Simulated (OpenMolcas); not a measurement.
**GeSiH6O (SMILES [OH][GeH2][SiH3]): levels of theory compared**

Aim: a comparison of 6 runs (B3LYP/6-31G*, B2PLYP/cc-pVDZ, SVWN5/cc-pVDZ, r2SCAN/cc-pVDZ, revPBE/cc-pVDZ, MP2/cc-pVDZ) of GeSiH6O. 

Program for the calculation: OpenMolcas 26.06.

1 further run of the same task is left out (set aside as unsound or not needed).

**1. The system as given**

The species is GeSiH6O (9 atoms), meant as a singlet with charge 0. As SMILES, `[OH][GeH2][SiH3]`. The shape is that of a PBE0-D4/def2-TZVP optimisation. This is one conformer, not always the lowest.

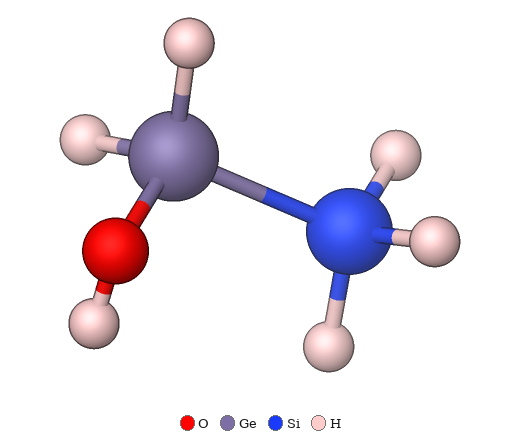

Viewed from a chosen angle; oxygen red, germanium purple, silicon blue, hydrogen pink.

**2. Energy and forces at B3LYP/6-31G(d) (spherical functions) (run 1)**

Contents of run.inp:

```
>>> EXPORT MOLCAS_PRINT=2

&GATEWAY
 BasLib=$CurrDir
 Coord
 9
 bohr
 O     -3.14714989     1.89577325    -1.61533789
 Ge     0.16308336     1.69999762    -0.93635929
 Si     0.99361800    -1.90994619     1.64481762
 H     -3.72918553     0.50625763    -2.62482959
 H      1.65105372     1.57244111    -3.44761634
 H      0.73340271     4.20785316     0.40799187
 H      3.75299608    -2.14068175     2.13236696
 H      0.11357254    -4.22580556     0.31426145
 H     -0.36433920    -1.69338358     4.09276884
 Basis=6-31Gs
 Group=NoSym

&SEWARD
 GridInput
 Grid=UltraFine
 End of Grid

&SCF
 KSDFT=B3LYP
 Thresholds=1e-10 1e-07 1e-07 1e-05
 PrOrbitals=1 1

&ALASKA
```

The basis set 6-31G* is read from a file made from the Basis Set Exchange's data (not shown).

The run is started by

```console
$ export MOLCAS_MEM=1860
$ pymolcas run.inp > run.log
```

The program printed:

```text
--- Start Module: gateway ---
[...]
--- Stop Module: gateway /rc=_RC_ALL_IS_WELL_ ---
[...]
      Basis functions           76
[...]
--- Start Module: scf ---
[...]
       Convergence after  13 Iterations
[...]
::    Total KS-DFT energy                           -2445.0868655790
[...]
      Total spin, S                                     0.0000000000
[...]
      Total electronic charge=   60.000000
      Total            charge=   -0.000000
[...]
      Dipole Moment (debye):
      Origin of the operator (angstrom)=   -0.0355    0.4302   -0.2056
                   X=  8.0055E-01               Y= -1.2302E+00               Z= -4.9751E-01           Total=  1.5498E+00
      Quadrupole Moment (debye*angstrom):
[...]
 *              Molecular gradients               *
 **************************************************
  Irreducible representation: a
 ------------------------------------------------------------------------------------------
                              X                       Y                       Z
 ------------------------------------------------------------------------------------------
  O1                8.13226024058622E-03   -9.65361450519264E-03   -3.65789119790261E-03
  GE2              -5.27754616557807E-03    2.49718415873268E-03   -7.88772423258699E-04
  SI3              -1.15244273002357E-03    8.01677397099354E-04   -1.03370699443239E-03
  H4                1.83126380153587E-03    7.42588191068894E-03    5.14832197386728E-03
  H5               -2.68842908487565E-03   -2.31048680510104E-04    3.22282640987126E-03
  H6               -5.10642225859170E-04   -3.00029956436898E-03   -1.42191017880577E-03
  H7               -5.40451862711677E-04    6.80718605348463E-04   -5.75457683999803E-04
  H8                1.05735187383882E-04    8.60084977040820E-04   -3.06971147388646E-04
[...]
```

Wall time 21 s (1 thread of Intel Xeon 6975P-C (Granite Rapids), shared host); peak memory 0.43 GiB.

**3. A single-point energy at B2PLYP/cc-pVDZ (run 2)**

Contents of test.inp:

```
* GeH6OSi Kohn-Sham DFT
>>> EXPORT MOLCAS_PRINT=2
&GATEWAY
BasLib=$CurrDir
BasisSet
O.cc-pVDZ....
O1 -1.665400 1.003200 -0.854800 angstrom
End of Basis
BasisSet
Ge.cc-pVDZ....
Ge2 0.086300 0.899600 -0.495500 angstrom
End of Basis
BasisSet
Si.cc-pVDZ....
Si3 0.525800 -1.010700 0.870400 angstrom
End of Basis
BasisSet
H.cc-pVDZ....
H4 -1.973400 0.267900 -1.389000 angstrom
H5 0.873700 0.832100 -1.824400 angstrom
H6 0.388100 2.226700 0.215900 angstrom
H7 1.986000 -1.132800 1.128400 angstrom
H8 0.060100 -2.236200 0.166300 angstrom
H9 -0.192800 -0.896100 2.165800 angstrom
End of Basis
&SEWARD
GridInput
Grid=UltraFine
End of Grid
&SCF
KSDFT=B2PLYP_SCF
Thresholds=1e-10 1e-07 1e-07 1e-05
PrOrbitals=0
&MBPT2
Frozen=15
```

The basis set cc-pVDZ is read from a file made from the Basis Set Exchange's data (not shown).

The run is started by

```console
$ export MOLCAS_MEM=1860
$ pymolcas test.inp > test.log
```

The program printed:

```text
--- Start Module: gateway ---
[...]
--- Stop Module: gateway /rc=_RC_ALL_IS_WELL_ ---
[...]
      Basis functions           89
[...]
--- Start Module: scf ---
[...]
       Convergence after  13 Iterations
[...]
::    Total KS-DFT energy                           -2444.5458209287
[...]
      Total spin, S                                     0.0000000000
[...]
      Total electronic charge=   60.000000
      Total            charge=   -0.000000
[...]
      Dipole Moment (debye):
      Origin of the operator (angstrom)=   -0.0355    0.4302   -0.2056
                   X=  7.9809E-01               Y= -1.2416E+00               Z= -4.0484E-01           Total=  1.5305E+00
      Quadrupole Moment (debye*angstrom):
[...]
--- Stop Module: scf /rc=_RC_ALL_IS_WELL_ ---
[...]
--- Start Module: mbpt2 ---
[...]
 ###    WARNING: MP2 implementation intended for RHF references only         ###
 ###############################################################################
MBPT2 WARNING: Reference function according to RunFile:KS-DFT
I'll assume you know what you're doing and continue
WARNING!
Default frozen orbitals as non valence orbitals is overwritten by user input.
Default values:  17
[...]
       Reference weight ( Cref**2 )         =        0.81014
::    Total MBPT2 energy                            -2445.0586670179
[...]
      Total MBPT2 calculations                           0.23      0.26
--- Stop Module: mbpt2 /rc=_RC_ALL_IS_WELL_ ---
[...]
```

Run time: 19 s. Hardware: 1 thread of Intel Xeon 6975P-C (Granite Rapids), shared host; peak memory 0.49 GiB.

Run 3 isn't shown in full; the table further down has it.

**4. Energy and forces at r2SCAN/cc-pVDZ (run 4)**

Contents of mol.inp:

```
* GeH6OSi Kohn-Sham DFT
&GATEWAY
BasLib=$CurrDir
Coord
9
angstrom
O       -1.665400       1.003200      -0.854800
Ge       0.086300       0.899600      -0.495500
Si       0.525800      -1.010700       0.870400
H       -1.973400       0.267900      -1.389000
H        0.873700       0.832100      -1.824400
H        0.388100       2.226700       0.215900
H        1.986000      -1.132800       1.128400
H        0.060100      -2.236200       0.166300
H       -0.192800      -0.896100       2.165800
Basis=cc-pVDZ
Group=NoSym
&SEWARD
GridInput
Grid=UltraFine
End of Grid
&SCF
KSDFT=2
1.0 MGGA_X_R2SCAN
1.0 MGGA_C_R2SCAN
Thresholds=1e-10 1e-07 1e-07 1e-05
PrOrbitals=1 1
&ALASKA
```

The basis set cc-pVDZ is read from a file made from the Basis Set Exchange's data (not shown).

The run is started by

```console
$ export MOLCAS_MEM=1860
$ pymolcas mol.inp > mol.log
```

The program printed:

```text
--- Start Module: gateway ---
[...]
--- Stop Module: gateway /rc=_RC_ALL_IS_WELL_ ---
[...]
      Basis functions           89
[...]
--- Start Module: scf ---
[...]
       Convergence after  15 Iterations
[...]
::    Total KS-DFT energy                           -2445.2202311263
[...]
      Total spin, S                                     0.0000000000
[...]
      Total electronic charge=   60.000000
      Total            charge=   -0.000000
[...]
      Dipole Moment (debye):
      Origin of the operator (angstrom)=   -0.0355    0.4302   -0.2056
                   X=  5.9168E-01               Y= -1.1219E+00               Z= -4.5694E-01           Total=  1.3482E+00
      Quadrupole Moment (debye*angstrom):
[...]
 *              Molecular gradients               *
 **************************************************
  Irreducible representation: a
 ------------------------------------------------------------------------------------------
                              X                       Y                       Z
 ------------------------------------------------------------------------------------------
  O1                7.14448715330107E-03   -9.13429280653411E-03   -3.90159805414436E-03
  GE2              -7.43627683058179E-03    1.73750088323388E-03   -2.80524735684295E-04
  SI3               8.03296111628882E-05   -3.33017511795930E-03    2.14910817384606E-03
  H4                1.42704984056508E-03    7.13896529991676E-03    4.40795421409401E-03
  H5               -1.19082630255418E-03   -4.74332138354905E-05    3.89277527627740E-04
  H6                6.15953899024024E-04   -1.31683838747954E-04   -1.28956165468708E-04
  H7               -3.89146842823607E-03    6.66557166926318E-04   -9.25969166014395E-04
  H8                1.24174833041435E-03    3.29739757533964E-03    1.78707611236373E-03
[...]
```

Run time: 39 s. Hardware: 1 thread of Intel Xeon 6975P-C (Granite Rapids), shared host; peak memory 0.48 GiB.

Run 5 isn't shown in full; the table further down has it.

**5. The energy at MP2/cc-pVDZ (run 6)**

Contents of geom.xyz:

```xyz
9

O     -1.665400     1.003200    -0.854800
Ge     0.086300     0.899600    -0.495500
Si     0.525800    -1.010700     0.870400
H     -1.973400     0.267900    -1.389000
H      0.873700     0.832100    -1.824400
H      0.388100     2.226700     0.215900
H      1.986000    -1.132800     1.128400
H      0.060100    -2.236200     0.166300
H     -0.192800    -0.896100     2.165800
```

Contents of job.input:

```
&gateway
  baslib=$CurrDir
  coord=geom.xyz
  basis=cc-pVDZ
  group=NoSym

&seward

&scf
  thresholds=1e-10 1e-07 1e-07 1e-05
  prorbitals=1 2

&mbpt2
  frozen=15
```

The basis set cc-pVDZ is read from a file made from the Basis Set Exchange's data (not shown).

The run is started by

```console
$ export MOLCAS_MEM=1860
$ pymolcas job.input > job.log
```

The program printed:

```text
--- Start Module: gateway ---
[...]
--- Stop Module: gateway /rc=_RC_ALL_IS_WELL_ ---
[...]
      Basis functions           89
[...]
--- Start Module: scf ---
[...]
       Convergence after  13 Iterations
[...]
::    Total SCF energy                              -2442.6329140506
[...]
      Total spin, S                                     0.0000000000
[...]
      Total electronic charge=   60.000000
      Total            charge=   -0.000000
[...]
      Dipole Moment (debye):
      Origin of the operator (angstrom)=   -0.0355    0.4302   -0.2056
                   X=  9.6414E-01               Y= -1.3435E+00               Z= -3.8580E-01           Total=  1.6980E+00
      Quadrupole Moment (debye*angstrom):
[...]
--- Stop Module: scf /rc=_RC_ALL_IS_WELL_ ---
[...]
--- Start Module: mbpt2 ---
[...]
WARNING!
Default frozen orbitals as non valence orbitals is overwritten by user input.
Default values:  17
[...]
       Reference weight ( Cref**2 )         =        0.87156
::    Total MBPT2 energy                            -2443.0470078698
[...]
      Total MBPT2 calculations                           0.22      0.26
--- Stop Module: mbpt2 /rc=_RC_ALL_IS_WELL_ ---
[...]
```

Wall time 5.4 s (1 thread of Intel Xeon 6975P-C (Granite Rapids), shared host); peak memory 0.49 GiB.

**6. The series**

```tsv
run	level	task	frozen core orbitals	energy (Eh)	dipole moment (D) of the reference	HOMO energy (eV)	LUMO energy (eV)	wall time
1	B3LYP/6-31G* (spherical functions)	gradient	–	-2445.086866	1.55	-7.32	-0.34	21 s
2	B2PLYP/cc-pVDZ	energy	15	-2444.684289	1.53	-8.75	1.10	19 s
3	SVWN5/cc-pVDZ	gradient	–	-2440.395299	1.31	-6.28	-1.12	19 s
4	r2SCAN/cc-pVDZ	gradient	–	-2445.220231	1.35	-6.56	-0.66	39 s
5	revPBE/cc-pVDZ	gradient	–	-2445.049994	1.24	-6.16	-0.83	30 s
6	MP2/cc-pVDZ	energy	15	-2443.047008	1.70	-10.63	3.09	5.4 s
```

**7. Outcome**

| quantity | value |
| --- | --- |
| run 6: total energy | -2443.04701 Eh |
| run 6: dipole moment (mean-field density) | 1.70 D |
| run 6: HOMO energy (Hartree–Fock orbitals) | -10.63 eV |
| run 6: LUMO energy (Hartree–Fock orbitals) | 3.09 eV |
| run 6: HOMO–LUMO gap (Hartree–Fock orbitals) | 13.72 eV |
| run 6: correlation energy (15 core orbitals frozen) | -414.1 mEh |

Over runs 1, 2, 3, 4, 5 the dipole moment (its size) runs from 1.24 D (revPBE/cc-pVDZ) to 1.55 D (B3LYP/6-31G*). The two ends differ in method and basis. Over runs 1, 2, 3, 4, 5 the HOMO–LUMO gap runs from 5.16 eV (SVWN5/cc-pVDZ) to 9.86 eV (B2PLYP/cc-pVDZ). A double hybrid's value is that of its SCF part. For B2PLYP the log adds the whole second-order term; the table takes 0.27 of it, as the functional is defined. Totals of different functionals can't be ranked against each other. All runs together took 2.2 min, the longest 39 s.
